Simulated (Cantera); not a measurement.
Feed: 1 mol SiH4, 0.11 mol N2O, 12 mol N2, 1.7 mol H2O, held at 1575 K.

Cantera equilibrium calculation (NASA polynomials, part measured and part estimated; ideal gas, pure solids and liquids). Candidate condensed phases: H2O, Si, SiO2, Si2N2O, Si3N4; 35 gas species. Mutual solubility and eutectic melting of coexisting phases are not modelled. The tables hold silica as quartz up to 1696 K and as liquid above; real silica turns to tridymite and cristobalite and melts near 1996 K. The numbers say what is thermodynamically allowed, not how fast it happens.

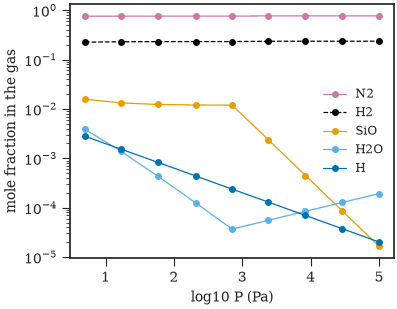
Fig. 1. Equilibrium gas composition (values under 1e-9 drawn at 1e-9)

From 5.00 Pa to 710 Pa the condensed part is SiO2(β-quartz). From 2400 Pa to 100000 Pa the condensed part is SiO2(β-quartz) + Si2N2O(s). The main Si-bearing gas is SiO throughout. The share of Si in condensed phases is highest at 100000 Pa (100.0 %) and lowest at 5.00 Pa (74.8 %).
